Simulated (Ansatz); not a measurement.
AlHO2···NH3

```
atom    x (Å)    y (Å)    z (Å)
  Al  -0.7950   0.0361   1.3506
   N   0.5051   0.1361  -1.5718
   O  -1.8679   0.7008   0.3451
   H  -0.4437   0.4859  -1.4118
   O   0.1919  -0.6248   2.4877
   H   1.0739   0.8935  -1.9486
   H   0.4682  -0.6020  -2.2736
   H   0.8677  -1.0258   3.0224
```

Not at a stationary point (largest force 0.6 eV/Å).

Level of theory: RKS B3LYP-D4/def2-SVP in Ansatz 0.2.0.

Question: Predict the electron density and electron localisation function between the atoms.

Answer: N–H (1.02 Å): the density is about 2.8 e/Å³ at the midpoint; the ELF climbs to about 1 towards the hydrogen, as it does in any bond to H: an ordinary covalent bond to hydrogen.

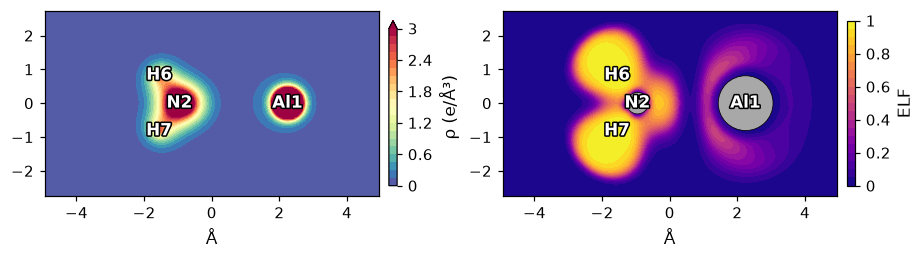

Computed electron density and electron localisation function on the plane of atoms H6, N2 and H7, in this order. Grey discs cover the atomic cores in the ELF map. 
